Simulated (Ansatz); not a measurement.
# CH2BN (SMILES [H]B([H])C#N) at 6 levels

Aim: a comparison of 6 runs (CAM-B3LYP/STO-3G, revPBE/STO-3G, RPA@PBE/STO-3G, MP2/STO-3G, UMP2/STO-3G, UCCSD(T)/STO-3G) of CH2BN. 

The calculation is run with Ansatz 0.2.0.

78 further runs of the same task are left out: 10 that didn't finish, 68 set aside as unsound or not needed.

### Step 1. The molecule

The species is CH2BN (5 atoms), meant as a singlet with charge 0. SMILES: `[H]B([H])C#N`. The N5–C4 distance was set to 1.437 Å, away from the relaxed value.

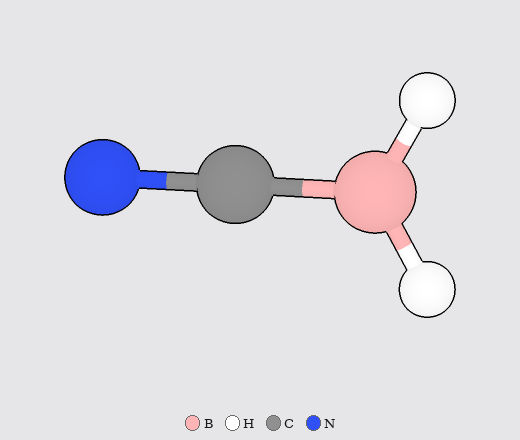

Viewed from a chosen angle; boron pink, hydrogen white, carbon grey, nitrogen blue.

### Step 2. The energy at CAM-B3LYP/STO-3G (run 1)

input.yaml reads:

```yaml
crystal:
  periodic: [false, false, false]
  atoms:
    - {symbol: B, position_ang: [0.446980, 0.776630, 0.012437]}
    - {symbol: H, position_ang: [1.612100, 0.755060, 0.062257]}
    - {symbol: H, position_ang: [-0.155030, 1.775070, -0.023033]}
    - {symbol: C, position_ang: [-0.307430, -0.532540, -0.008113]}
    - {symbol: "N", position_ang: [-1.023660, -1.777940, -0.027800]}
basis:
  gaussian: {orbitals: STO-3G}
total_charge: 0
hamiltonian: {xc: {name: CAM-B3LYP}}
accuracy: high
```

Started as:

```bash
$ ansatz run input.yaml --threads 1 --pin off --max-ram 2610MiB --events-out events.jsonl --progress --plain --runs-dir runs
```

Standard output:

```text
Warning: RAYON_NUM_THREADS=1 ignored (pool sized by the plan → 1); use --threads N
Functional definition: CAM-B3LYP
  name "CAM-B3LYP"
  parameter alpha = 0.19
  parameter beta = 0.46
  parameter omega = 0.33/bohr
  parameter ac = 0.81
  exchange = (1 - alpha - beta)*b88_x + beta*b88_x_sr(omega) + alpha*exact_x + beta*exact_x_lr(omega)
  correlation = (1 - ac)*vwn5_c + ac*lyp_c
293 factors; integrals over basis functions are off by at most 8.4e-9 eV
162 factors; integrals over basis functions are off by at most 1.2e-9 eV
mean field evaluation 1: about -3185.2906 eV, gradient 3.7e1 eV
mean field evaluation 2: about -3165.8593 eV, gradient 8.6e1 eV
mean field evaluation 4: about -3189.0562 eV, gradient 2.0e0 eV
mean field evaluation 8: about -3188.9723 eV, gradient 1.8e-1 eV
mean field evaluation 16: about -3188.9728 eV, gradient 2.0e-5 eV
mean field -3188.97275568 eV, -117.1925872080 hartree, gradient 1.9e-8 eV, S^2 0.000000; 0 other end points of the search recorded, 0 dependent functions left out
reference -3188.97276782 eV, -117.1925876540 hartree; 10, 10 occupied and 7, 7 virtual orbitals, 293 factors
Total energy: -3188.97276782 eV, -117.1925876540 hartree
```

Wall time 0.93 s (1 thread of Arm Neoverse V2, shared host); peak memory 0.091 GiB.

### Step 3. A single-point energy at revPBE/STO-3G (run 2)

input.yaml reads:

```yaml
crystal:
  periodic: [false, false, false]
  atoms:
    - symbol: B
      position_ang: [0.446980, 0.776630, 0.012437]
    - symbol: H
      position_ang: [1.612100, 0.755060, 0.062257]
    - symbol: H
      position_ang: [-0.155030, 1.775070, -0.023033]
    - symbol: C
      position_ang: [-0.307430, -0.532540, -0.008113]
    - symbol: "N"
      position_ang: [-1.023660, -1.777940, -0.027800]
basis:
  gaussian: {orbitals: STO-3G}
hamiltonian: {xc: {name: revPBE}}
accuracy: high
```

Started as:

```bash
$ ansatz run input.yaml --threads 1 --pin off --max-ram 2610MiB --events-out events.jsonl --progress --plain --runs-dir runs
```

Standard output:

```text
Warning: RAYON_NUM_THREADS=1 ignored (pool sized by the plan → 1); use --threads N
Functional definition: revPBE
  name "revPBE"
  parameter kappa = 1.245
  parameter beta = 0.06672455060314922
  exchange = pbe_x(kappa = kappa, mu = beta*pi^2/3)
  correlation = pbe_c(beta = beta)
293 factors; integrals over basis functions are off by at most 8.4e-9 eV
mean field evaluation 1: about -3190.1707 eV, gradient 2.3e1 eV
mean field evaluation 2: about -3161.0289 eV, gradient 9.0e1 eV
mean field evaluation 4: about -3189.9679 eV, gradient 2.5e1 eV
mean field evaluation 8: about -3191.4222 eV, gradient 2.8e-4 eV
mean field -3191.42220644 eV, -117.2826028630 hartree, gradient 1.4e-8 eV, S^2 0.000000; 0 other end points of the search recorded, 0 dependent functions left out
reference -3191.42220843 eV, -117.2826029362 hartree; 10, 10 occupied and 7, 7 virtual orbitals, 293 factors
Total energy: -3191.42220843 eV, -117.2826029362 hartree
```

Wall time 0.79 s (1 thread of Arm Neoverse V2, shared host).

Runs 3 to 5 aren't shown in full; the table further down has their settings and results.

### Step 4. A single-point energy at UCCSD(T)/STO-3G (run 6)

job.yaml reads:

```yaml
crystal:
  periodic: [false, false, false]
  atoms:
    - {symbol: B, position_ang: [0.446980, 0.776630, 0.012437]}
    - {symbol: H, position_ang: [1.612100, 0.755060, 0.062257]}
    - {symbol: H, position_ang: [-0.155030, 1.775070, -0.023033]}
    - {symbol: C, position_ang: [-0.307430, -0.532540, -0.008113]}
    - {symbol: N, position_ang: [-1.023660, -1.777940, -0.027800]}
basis:
  gaussian:
    orbitals: STO-3G
scf:
  omitted_lower_state_checks: [cluster_reference, increment]
magnetization:
  spin_polarized: true
correlation:
  method: ccsd_t
  frozen_orbitals: {B: 1, C: 1, H: 0, "N": 1}
accuracy: high
```

Started as:

```bash
$ ansatz run job.yaml --threads 1 --pin off --max-ram 2610MiB --events-out events.jsonl --progress --plain --runs-dir runs
```

Standard output:

```text
Warning: RAYON_NUM_THREADS=1 ignored (pool sized by the plan → 1); use --threads N
[... 15 lines left out ...]
3 core orbitals not correlated: weight in the atoms' cores, before any rotation towards them, 1.000 or more for the frozen orbitals, at most 0.000 for the correlated occupied ones
[... 38 lines left out ...]
Total energy: -3177.91648535 eV, -116.7862767673 hartree
Checks for a lower state left out: cluster_reference, increment
```

Wall time 0.34 s (1 thread of Arm Neoverse V2, shared host).

### Step 5. Overview of the runs

| run | level | frozen core orbitals | energy (Eh) | wall time |
| --- | --- | --- | --- | --- |
| 1 | CAM-B3LYP/STO-3G | – | -117.192588 | 0.93 s |
| 2 | revPBE/STO-3G | – | -117.282603 | 0.79 s |
| 3 | RPA@PBE/STO-3G | 3 | -116.870697 | 1.1 s |
| 4 | MP2/STO-3G | 3 | -116.734640 | 0.1 s |
| 5 | UMP2/STO-3G | 3 | -116.689522 | 0.18 s |
| 6 | UCCSD(T)/STO-3G | 3 | -116.786277 | 0.34 s |

### Step 6. Results

```
                                          quantity          value
                               run 6: total energy  -116.78628 Eh
run 6: correlation energy (3 core orbitals frozen)     -184.4 mEh
                             run 6: (T) correction      -4.45 mEh
          run 6: ⟨S²⟩ of the reference determinant          1.489
                              run 6: T1 diagnostic          0.120
```

**Reading.** Totals of different functionals can't be ranked against each other. In run 4 the log says that unrestricted orbitals would lower the reference, so the values rest on an unstable closed-shell determinant (other closed-shell runs at this shape may share the fault). In runs 1, 2, 3, 4, 5, 6 the basis is minimal, so the values are rough. Spin contamination of the reference: run 5 ⟨S²⟩ = 1.49, run 6 ⟨S²⟩ = 1.49. Where it is this large, the reference is a mixture of spin states, and values that rest on it are in doubt. All runs together took 3.5 s, the longest 1.1 s.
